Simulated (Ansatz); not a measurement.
Nudged elastic band of SiNH5ClF (part 2 of 2)

SiNH5ClF; RKS B3LYP/6-31G* (Ansatz 0.2.0). The run did not end well. It belongs to a series of runs on one base structure; here: band between the two ends.

Geometry of the input (Å):
```
Si -0.0780  0.2680  0.0799
N  0.1437  -0.0528  1.7923
H  -0.6851  -0.4094  2.2648
H  0.5600  0.6862  2.3537
Cl 1.7935  0.4305  -0.7839
H  -0.7651  1.5518  -0.2072
H  -0.8248  -0.8742  -0.4792
F  1.1426  -2.5109  1.4339
H  1.0060  -1.6094  1.7220
```

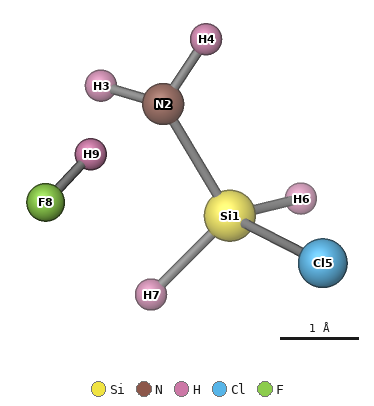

*The structure as given in the input (ball-and-stick view, seen at a tilt; atoms are numbered from 1 in the order of the input).*

```
Unfinished report: {"positions_ang":[[-0.015480907638750627,0.06211599644861739,0.14376768135453577],[0.11160244556035027,-0.07603809747409557,1.9242276360206112],[-0.7721595751947611,-0.17846341785151038,2.4216735683165496],[0.6532955903298979,0.6629872363580166,2.3682550312778226],[1.8896056375537602,0.3522999604735047,-0.6163707928407729],[-0.7144284303703803,1.3162607132148445,-0.1981154452415376],[-0.77984277433648,-1.0598177054580888,-0.4348255647275214],[1.0775494549715932,-2.1105274659545845,0.920854533390209],[0.8426595691247696,-1.4890152297567045,1.6467333624501026]],"unchecked":["starts","cluster_reference","orbital_swaps","neighbouring_geometries","increment"],"mean_field":{"relativity":"none","state":{"energy":{"ev":-24690.13507232795,"hartree":-907.3457283334186},"converged":true,"gradient_ev":0.00008454945786689068,"stability":{"kind":"minimum","curvature_ev":39.61204061437912},"curvature_floor_ev":0.00030000000000000003,"spin_squared":2.4868995751603507e-14},"others":[],"fillings":{"estimated":0,"unestimated":0,"tried":0,"untried":0,"excluded_magnetic_sites":0},"n_dropped_functions":0,"n_trapped_functions":0,"passes":{"evaluations":3,"products":23},"factors":{"origin":"Cholesky decomposition","count":823,"bound_ev":0.0005063537296581536},"gradient_stop_ev":0.00009,"reference_kind":"stationary","functional":{"name":"B3LYP","citations":["Stephens, Devlin, Chabalowski & Frisch, J. Phys. Chem. 98, 11623 (1994) doi:10.1021/j100096a001","Becke, Phys. Rev. A 38, 3098 (1988) doi:10.1103/PhysRevA.38.3098","Lee, Yang & Parr, Phys. Rev. B 37, 785 (1988) doi:10.1103/PhysRevB.37.785","Vosko, Wilk & Nusair, Can. J. Phys. 58, 1200 (1980) doi:10.1139/p80-159"],"text":"name \"B3LYP\"\ncite \"Stephens, Devlin, Chabalowski & Frisch, J. Phys. Chem. 98, 11623 (1994) doi:10.1021/j100096a001\"\ncite \"Becke, Phys. Rev. A 38, 3098 (1988) doi:10.1103/PhysRevA.38.3098\"\ncite \"Lee, Yang & Parr, Phys. Rev. B 37, 785 (1988) doi:10.1103/PhysRevB.37.785\"\ncite \"Vosko, Wilk & Nusair, Can. J. Phys. 58, 1200 (1980) doi:10.1139/p80-159\"\nparameter a0 = 0.2\nparameter ax = 0.72\nparameter ac = 0.81\nexchange = (1 - a0 - ax)*slater_x + ax*b88_x + a0*exact_x\ncorrelation = (1 - ac)*vwn_rpa_c + ac*lyp_c\n","parameters":{"a0":{"value":0.2,"default":0.2},"ac":{"value":0.81,"default":0.81},"ax":{"value":0.72,"default":0.72}},"final_grid":{"core_spheres":13.0,"valence_spheres":11.0,"degree":36.0},"final_grid_parameter_source":"default","radial_points_factor":1.0,"radial_grid_error_ev":6.729326096032238e-7,"grid_sensitivity":"normal","grid_sensitivity_ratio":0.0013437628806248659},"unsmoothed_excess_ev":-0.000218729097577461,"symmetry":{"irreps":["A"],"axes":[[0.9999991133999717,-0.0005297699463679715,0.0012216968014002506],[0.0005284411567658458,0.9999992688013346,0.0010877254892290742],[-0.001222272152371272,-0.0010870789299806754,0.9999986621541979]],"occupied":[{"A":26},{"A":26}]},"held":{"pivots":823,"left_out":0,"joined":0},"density_repulsion":{"missed_ev":0.000050618413017106385,"excess_ev":0.0,"most_excess_ev":0.0001404,"are_drawn_again":false,"n_first_factors":823,"energy_change_ev":0.0,"n_dropped_ends":0}},"factors":{"origin":"Cholesky decomposition","count":823,"bound_ev":0.0005063537296581536},"n_frozen":0,"n_occupied":[26,26],"n_virtual":[52,52],"reference":{"ev":-24690.13507232795,"hartree":-907.3457283334186},"total":{"ev":-24690.13507232795,"hartree":-907.3457283334186},"forces_ev_per_angstrom":[[-0.11263369733539738,0.22522613818843482,0.018976141258035352],[-0.014221778995766916,0.02866171952567391,-0.1021978382920968],[0.006771937376759056,0.021524203255800407,-0.06062786775371642],[-0.035260957376101125,0.018974153617841823,-0.025683202305336956],[-0.059125205828742144,0.018944169026173453,0.0035281806295677284],[-0.10689835733953124,0.19157737259619292,-0.06584953513662616],[0.056887044767499916,0.0705706021047712,0.04519556202762658],[0.11507720767985861,-0.3070114319341433,0.34111215053598076],[0.14940380705406595,-0.26846692639614383,-0.15445359097481295]],"charge_distribution":{"dipole_moment_e_ang":[-0.5440162556717105,0.4033825075391789,0.5632265613357743],"mulliken_charges_e":[0.6239527718485043,-0.946464736786063,0.34906078340507674,0.3534532569627362,-0.2621826313020037,-0.0726719135510705,-0.03708585913676066,-0.48353414553663576,0.47547247409626414],"lowdin_charges_e":[0.23544429316655346,-0.5414641764027213,0.25177569501169617,0.2510238398495994,-0.028280973977963697,-0.08627626900821883,-0.05996390552831787,-0.3284899576315148,0.306231454520946]},"n_threads":1,"memory_gib":1.7045454550534487,"seconds":{"hamiltonian":3.029047906,"orbitals":0.0,"second_order":0.0,"solver_start":0.0,"cycles":0.0,"cycle":0.0,"perturbative":0.0,"full_ci_increment":0.0,"forces":0.0}}
this run last wrote the band of iteration 33 to [file]
Error: NEB band did not converge after 33 iterations: max|band force component| = 1.71e-1 eV/Å (threshold 5.0e-2); raise `neb.max_iterations` in a new run, which can start from the last band evaluated (`neb.initial_path`, with `crystal.atoms` and `neb.final_atoms` set to its first and last images), add images, or start from endpoints closer to local minima. Where this run's directory can be resumed (`checkpoint.write`), a resume goes on for up to `neb.max_iterations` more; to start a new run from the last band, take its images' positions from the `neb_iteration` event of iteration 33 (`data.images[].positions_ang`), in the event stream of the run that computed that iteration (not this run's, if it was resumed behind it). With `checkpoint.write`, `steps/00-neb/state/checkpoint.json` in the run directory holds the last saved band, under `neb.evaluated.images[].positions_ang` (a band under a hybrid functional on support functions is neither saved nor resumed: `neb.initial_path` says where its path is): check the last entry of `neb.iterations` there, which is earlier than 33 if that iteration was not saved or its write failed. If the band's step has no `state` directory and holds `state.next`, a write was cut short, and the file is under `state.next` instead (behind a loss of power it can be under `state.prev`)
this run wrote the band of iteration 33 to [file] as well, whether or not its events were kept: a new run's `neb.initial_path` can list its `images[].positions_ang`
a run's events are kept only if it was started with --events-out <file>, and are in that file
```

**The last band as extended XYZ (Å, eV, eV/Å)**
```
9
Properties=species:S:1:pos:R:3:forces:R:3 image=0 energy=-24690.35289
Si   -0.0780    0.2680    0.0799   -0.0036   0.0129  -0.0004
N     0.1437   -0.0528    1.7923   -0.0011  -0.0027   0.0017
H    -0.6851   -0.4094    2.2648    0.0065   0.0085   0.0104
H     0.5600    0.6862    2.3537   -0.0053  -0.0034  -0.0115
Cl    1.7935    0.4305   -0.7839    0.0015  -0.0033   0.0045
H    -0.7651    1.5518   -0.2072   -0.0037  -0.0055   0.0018
H    -0.8248   -0.8742   -0.4792    0.0079  -0.0005  -0.0027
F     1.1426   -2.5109    1.4339    0.0046  -0.0247  -0.0082
H     1.0060   -1.6094    1.7220   -0.0068   0.0187   0.0044
9
Properties=species:S:1:pos:R:3:forces:R:3 image=1 energy=-24690.13485
Si   -0.0155    0.0621    0.1438   -0.1126   0.2252   0.0190
N     0.1116   -0.0760    1.9242   -0.0142   0.0287  -0.1022
H    -0.7722   -0.1785    2.4217    0.0068   0.0215  -0.0606
H     0.6533    0.6630    2.3683   -0.0353   0.0190  -0.0257
Cl    1.8896    0.3523   -0.6164   -0.0591   0.0189   0.0035
H    -0.7144    1.3163   -0.1981   -0.1069   0.1916  -0.0659
H    -0.7798   -1.0598   -0.4348    0.0569   0.0706   0.0452
F     1.0775   -2.1105    0.9209    0.1151  -0.3070   0.3411
H     0.8427   -1.4890    1.6467    0.1494  -0.2685  -0.1545
9
Properties=species:S:1:pos:R:3:forces:R:3 image=2 energy=-24690.27774
Si    0.1288   -0.2463    0.0762    0.2608  -0.5424  -0.1241
N     0.1630   -0.1811    2.0124   -0.0710  -0.2320   0.1453
H    -0.7571   -0.2498    2.4481    0.0367  -0.0701   0.0763
H     0.6596    0.6200    2.4023    0.1068  -0.1126   0.0328
Cl    1.9572    0.4049   -0.7102    0.1200   0.1069  -0.1902
H    -0.5649    1.1230   -0.0593    0.2883  -0.3977   0.2525
H    -0.8993   -1.0736   -0.5768   -0.2336  -0.0518  -0.2639
F     0.9169   -1.8109    0.6007   -0.2584   0.5529  -0.6014
H     0.6886   -1.1063    1.9828   -0.2496   0.7469   0.6727
9
Properties=species:S:1:pos:R:3:forces:R:3 image=3 energy=-24690.83808
Si    0.2302   -0.3282   -0.0563   -0.0205  -0.0364   0.0067
N     0.0959   -0.2482    2.1379   -0.0489  -0.0226   0.0019
H    -0.8514   -0.2023    2.5125   -0.0281   0.0024   0.0024
H     0.5955    0.5774    2.4693   -0.0015  -0.0087   0.0150
Cl    1.8751    0.4202   -1.1596   -0.0045   0.0137  -0.1561
H    -0.3555    1.0327    0.1691    0.0600   0.0068   0.0554
H    -0.8732   -0.9899   -0.8074    0.0248   0.0204  -0.0281
F     1.0160   -1.6981    0.4242    0.0468   0.0193  -0.0238
H     0.5603   -1.0838    2.4866   -0.0281   0.0052   0.1265
9
Properties=species:S:1:pos:R:3:forces:R:3 image=4 energy=-24691.09953
Si    0.3221   -0.3087   -0.3143    0.0280   0.0553  -0.0425
N    -0.0428   -0.2867    2.3508   -0.0243   0.0021   0.0759
H    -0.9298   -0.1629    2.8281   -0.1400  -0.0180   0.1599
H     0.5544    0.4899    2.6349   -0.0282  -0.0360   0.0166
Cl    1.7743    0.3634   -1.6639   -0.0507  -0.0299  -0.2723
H    -0.1183    0.9881    0.2292    0.1518  -0.0397   0.0235
H    -0.8104   -0.9753   -0.9986    0.0390   0.0090  -0.0172
F     1.1498   -1.4904    0.4122    0.0916   0.0788   0.0084
H     0.3936   -1.1375    2.6977   -0.0673  -0.0216   0.0478
9
Properties=species:S:1:pos:R:3:forces:R:3 image=5 energy=-24691.22954
Si    0.2969   -0.3554   -0.6062    0.0089  -0.0264  -0.0223
N    -0.0261   -0.1596    2.6293   -0.0108   0.0014   0.0163
H    -0.8449   -0.1156    3.2311   -0.0136  -0.0101   0.1072
H     0.6333    0.5330    2.9804   -0.0141  -0.0013   0.0396
Cl    1.8229    0.3622   -1.8154    0.0037   0.0084  -0.0697
H    -0.2023    0.7833    0.1718    0.0316   0.0115  -0.0551
H    -0.7312   -0.9692   -1.4759    0.0057   0.0047  -0.0124
F     0.9376   -1.5298    0.2846    0.0096   0.0123  -0.0074
H     0.4067   -1.0690    2.7765   -0.0210  -0.0005   0.0037
9
Properties=species:S:1:pos:R:3:forces:R:3 image=6 energy=-24691.26770
Si    0.1431   -0.4370   -0.7346    0.0054   0.0028   0.0064
N     0.1567    0.0347    2.7757   -0.0016   0.0210  -0.0017
H    -0.6252   -0.0823    3.4185    0.0035  -0.0107   0.0085
H     0.8790    0.5318    3.2943    0.0144  -0.0082   0.0140
Cl    1.8412    0.3678   -1.6003    0.0002  -0.0004   0.0109
H    -0.5551    0.6270   -0.0015   -0.0161   0.0035  -0.0144
H    -0.6627   -1.0375   -1.8198    0.0041  -0.0090  -0.0136
F     0.5931   -1.6269    0.2514   -0.0092  -0.0067  -0.0076
H     0.5227   -0.8978    2.5925   -0.0007   0.0075  -0.0025
9
Properties=species:S:1:pos:R:3:forces:R:3 image=7 energy=-24691.30274
Si   -0.0134   -0.4742   -0.6410   -0.0033  -0.0009   0.0032
N     0.3720    0.0541    2.6212    0.0101   0.0024  -0.0103
H    -0.4374    0.0407    3.2409    0.0062   0.0037  -0.0099
H     1.0976    0.5766    3.1098    0.0080   0.0008  -0.0090
Cl    1.7884    0.4470   -1.0618    0.0010   0.0057   0.0328
H    -0.9231    0.4857    0.0003   -0.0204  -0.0064  -0.0009
H    -0.5417   -0.9739   -1.9307    0.0119   0.0022  -0.0082
F     0.2515   -1.7678    0.2786   -0.0176  -0.0081   0.0023
H     0.6990   -0.9082    2.5589    0.0041   0.0006   0.0000
9
Properties=species:S:1:pos:R:3:forces:R:3 image=8 energy=-24691.35150
Si   -0.0953   -0.4685   -0.4216   -0.0024   0.0020   0.0086
N     0.4656   -0.0420    2.3641    0.0025  -0.0037  -0.0145
H    -0.3286    0.0059    3.0015    0.0023  -0.0004  -0.0097
H     1.1010    0.7099    2.6265   -0.0020   0.0058  -0.0177
Cl    1.7574    0.4504   -0.6070   -0.0013  -0.0024   0.0222
H    -1.1054    0.4386    0.1464   -0.0061  -0.0027   0.0037
H    -0.4571   -0.8047   -1.8209    0.0079   0.0076   0.0039
F     0.0092   -1.8929    0.3205   -0.0088  -0.0055   0.0011
H     0.9460   -0.9167    2.5668    0.0080  -0.0006   0.0023
9
Properties=species:S:1:pos:R:3:forces:R:3 image=9 energy=-24691.37087
Si   -0.0955   -0.4361   -0.1790   -0.0001  -0.0035  -0.0009
N     0.4952   -0.1029    2.1524   -0.0004  -0.0018  -0.0082
H    -0.2746   -0.3671    2.7666   -0.0009  -0.0006   0.0004
H     0.7692    0.8509    2.3847    0.0001   0.0009   0.0007
Cl    1.8483    0.3108   -0.4651   -0.0014   0.0001   0.0021
H    -1.0800    0.5731    0.2709    0.0018  -0.0003  -0.0001
H    -0.4429   -0.7222   -1.5979   -0.0004   0.0008   0.0043
F    -0.2096   -1.9189    0.4626   -0.0003   0.0037  -0.0012
H     1.2827   -0.7078    2.3810    0.0017   0.0008   0.0029
```

**What the run reported**

| quantity | value |
| --- | --- |
| outcome | not converged |
| barrier, forward (band not converged) | 0.218 eV |
| barrier, backward | 1.236 eV |
| wall time | 14 min |
| peak memory | 0.17 GiB |

**What went wrong**

The run did not converge: “NEB band did not converge after 33 iterations: max|band force component| = 1.71e-1 eV/Å (threshold 5.0e-2); raise `neb.max_iterations` in a new run, which can start from the last band evaluated (`neb.initial_path`, with `crystal.atoms` and `neb.final_atoms` set to its first and last images), add images, or start from endpoints closer to local minima …” Its last values are not results.
